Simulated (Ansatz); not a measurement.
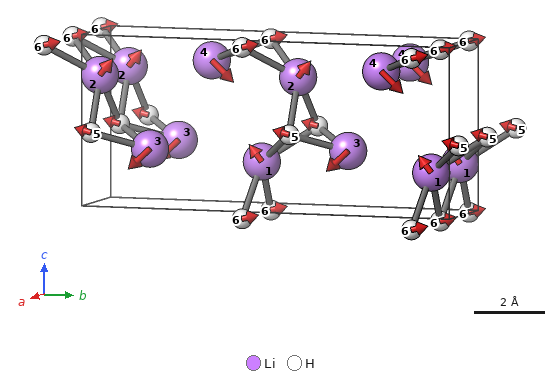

This is a relaxation of crystalline Li2H (a generated structure, set up in Cmc2_1). The starting structure is drawn; red arrows show the displacements (the part carried along by the change of the cell is left out), magnified 50 times.

Style: ball-and-stick. Shown: the conventional cell (2 times the calculation's cell), slightly off an axis. Lengths and directions refer to the drawn axes.

All numbers below come from DFT PBE, scalar-relativistic, plane waves, PAW in Ansatz. Set-up: plane-wave cutoff 420 eV; k-point mesh 16 × 16 × 8; occupations gaussian; smearing width 0.1 eV; no spin polarisation; cell and atoms relaxed; force threshold 0.01 eV/Å; at most 80 steps.

### Which element moves most?

Lithium: up to 0.019 Å, against 0.011 Å for hydrogen.

### What did the optimiser do to the structure, and how much energy did it gain?

After 4 accepted moves (5 points after the start) the energy has fallen by 1.8 meV per cell of the calculation. The largest force component goes from 0.018 to 0.00045 eV/Å. Pressure: −0.08 GPa at the start and 0.00 GPa at the end. The SCF was repeated once at an unchanged geometry on a basis and grid sized afresh for the cell, which shifted the energy by 0.1 meV per cell of the calculation at most. The largest moves relative to the cell, 0.019 Å, are those of Li3 and Li4. Li4 goes along [0 1 −2]. Largest moves by element: Li 0.019 Å, H 0.011 Å. The drawn cell changes as follows: a 2.552 → 2.555 Å (+0.1 %), b 11.244 → 11.302 Å (+0.5 %), c 4.985 → 4.929 Å (−1.1 %); the volume changes by −0.5 %. Some distances before and after: Li1–H6 2.009 → 2.001 Å, Li3–H5 1.949 → 1.956 Å, Li1–H5 2.037 → 2.033 Å. The space group stays Cmc2_1 (No. 36).
